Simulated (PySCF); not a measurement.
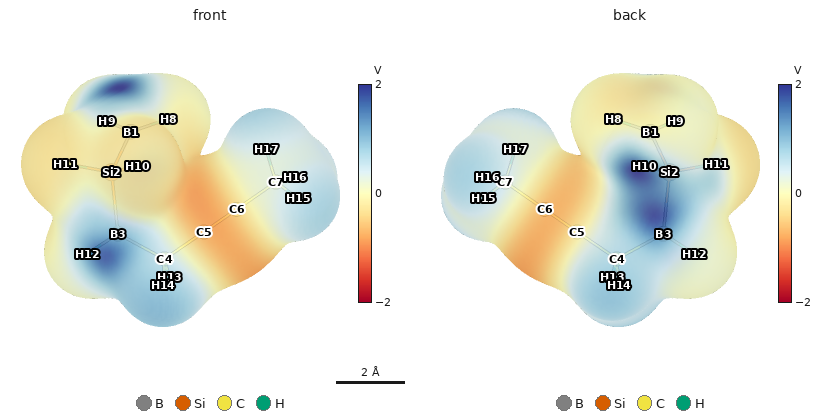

The picture shows: C4H10B2Si (SMILES B[SiH2]BCC#CC). The electrostatic potential painted on the density surface at 0.002 e/bohr³, seen from the front and from behind; the colour scale runs from red (negative) to blue (positive).

Geometry: GFN2-xTB.

Computed with CAM-B3LYP/def2-SVPD, SCF density, gas phase (PySCF 2.14.0).

Input

```
{"job": {"kind": "uv", "xc": "CAM-B3LYP", "basis": "def2-SVPD", "nstates": 8, "ntriplets": 3}, "charge": 0, "multiplicity": 1}
B      2.174969     0.973700     0.838475
Si     1.655263     0.791797    -1.035019
B      1.174220    -1.094075    -1.325537
C     -0.235312    -1.673310    -0.920830
C     -1.070597    -0.829140    -0.087005
C     -1.746794    -0.136960     0.620108
C     -2.565947     0.703893     1.468348
H      1.398151     1.275630     1.659426
H      3.258132     0.716047     1.201832
H      0.546866     1.690612    -1.427567
H      2.724753     1.212973    -1.973408
H      1.931025    -1.862186    -1.792806
H     -0.144905    -2.655573    -0.440199
H     -0.774640    -1.865214    -1.859596
H     -3.583042     0.754172     1.078710
H     -2.596951     0.297949     2.479920
H     -2.152189     1.711715     1.505238
```

Command:

```sh
OMP_NUM_THREADS=1 python probes_run.py task.json out
```

Which sites attract a positive test charge, and which a negative one?

Answer. A positive charge is drawn to the negative regions and a negative charge to the positive ones. The most negative region (about −0.8 V) lies over C5 and C6, the most positive (about +1.9 V) over B1 and B3.

How polar is the molecule by this calculation?

Answer. Its dipole moment is 1.00 D.
